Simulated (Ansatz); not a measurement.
Na₂YScC₆N₆

Na₂YScC₆N₆, 64 atoms, a = 11.67 Å, b = 11.67 Å, c = 11.67 Å, α = 90.00°, β = 90.00°, γ = 90.00°.

Space group Fm-3m; a structure generated by program, which may or may not match a known phase.

The calculation used DFT PBE, scalar-relativistic, plane waves, PAW in Ansatz 0.2.0.

Q: What will maps of the valence pseudo-density and electron localisation function show?

A: C–N (1.18 Å): the density is about 3.5 e/Å³ at the midpoint; the ELF peaks at about 0.85 between the atoms.
Sc–N (2.18 Å): the density is about 0.43 e/Å³ at the midpoint; the ELF peaks at about 0.90 in the valence shell of N, 0.7 Å from its nucleus, and is about 0.15 at the midpoint: no shared electron pair shows on this line.
Y–C (2.47 Å): ρ is about 0.34 e/Å³ halfway; the ELF peaks at about 0.95 in the valence shell of C, 0.6 Å from its nucleus, and is about 0.20 at the midpoint; no localised pair shows between them.
Na–C (4.15 Å): ρ at the midpoint is about 0.009 e/Å³, with its minimum of 0.005 e/Å³ about 1.7 Å from Na; the ELF is about 0.05 at the midpoint: no localised pair shows between them.

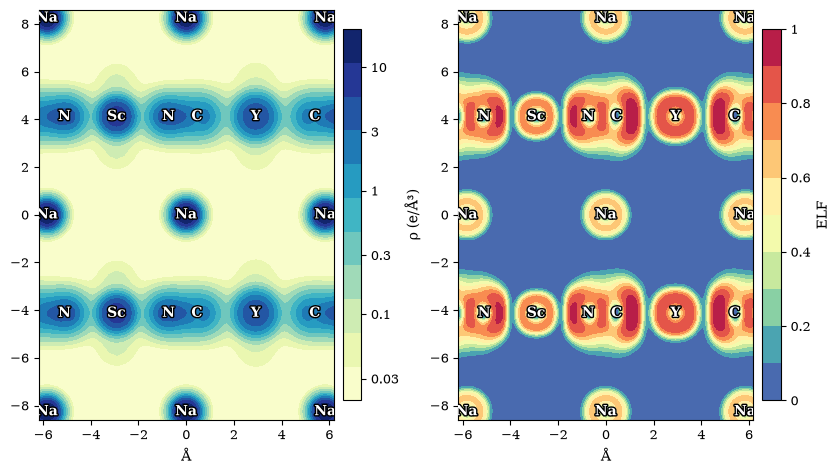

Computed valence pseudo-density and electron localisation function on the (011) plane of the conventional cell, in this order. 

The density is the valence pseudo-density of a PAW calculation; it isn't the true density close to the nuclei.
